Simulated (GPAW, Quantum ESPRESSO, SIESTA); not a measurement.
# Deformation of the band gap of zincblende SiC under volume change, QE, PBE

Calculated with Quantum ESPRESSO 7.5: PBE; plane waves, GBRV 1.5 ultrasoft, 50/300 Ry; k-mesh 9×9×9. The volume is changed from typed lattice constants. The typed cell is scaled evenly, with no relaxation, and each row is a single point. The gap is that between the highest filled and lowest empty Kohn-Sham level on the mesh.

| volume change (%) | gap on the mesh (eV) |
| --- | --- |
| -8 | 1.461 |
| -6 | 1.478 |
| -4 | 1.495 |
| -2 | ? |
| 0 | 1.525 |
| +2 | 1.539 |
| +4 | 1.552 |
| +6 | 1.564 |
| +8 | 1.576 |

**Question.** Fit a second-order form in the logarithmic strain to the rows given and interpolate to the withheld row.

Worked fit:

With u = ln[(1 + ε)/(1 + ε0)], counted from the row at ε0 = +0 % where y0 = 1.525, a second-order form y = y0 + a u + b u² makes v = (y − y0)/u a line in u.

| u | v |
| --- | --- |
| -0.0833816 | 0.767555 |
| -0.0618754 | 0.759591 |
| -0.0408220 | 0.734898 |
| 0.0198026 | 0.706977 |
| 0.0392207 | 0.688412 |
| 0.0582689 | 0.669311 |
| 0.0769610 | 0.662673 |

With n = 7: mean u = 0.00116775, mean v = 0.712774, Σ(u − ū)² = 0.023687, Σ(u − ū)(v − v̄) = -0.015826. Slope b = -0.015826 / 0.023687 = -0.66816; intercept a = v̄ − b ū = 0.71355.

At the withheld row u = -0.02020, v = a + b u = 0.7271, and y = y0 + u v.

Prediction at -2: 1.510 eV. The run gave 1.511 eV, so the fit is low by 6.9e-4 eV (0.046 % of the value).

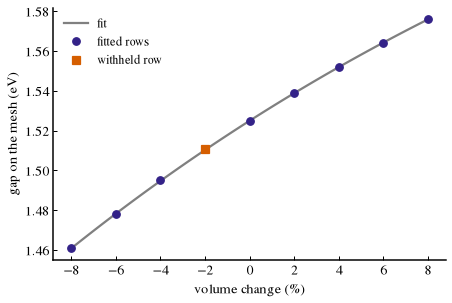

The fit, the rows that it rests on and the withheld row.

The first-order term, +0.71 eV per unit of ln V, is the slope of the fitted parabola at ε0; it is a deformation potential only where one valley holds the gap over the whole range, and a kink or a flat stretch in the table makes it differ from the local slope. The second-order term makes up 1.9 % of v at the withheld row. Among the rows given, the largest miss of the fit is at +6, by 3.1e-4 eV (0.27 % of the range of the table).

Limits: The nuclei are static. The DFT runs use Fermi–Dirac occupations of width 0.01 eV, and energies are free energies. The mesh holds the band edges only if they lie on it, and semilocal functionals put gaps under measured ones.

[Hosts, paths, dates, database ids (printed as entryN), source tags and the programs' standing remarks are cut or masked in the printed files.]
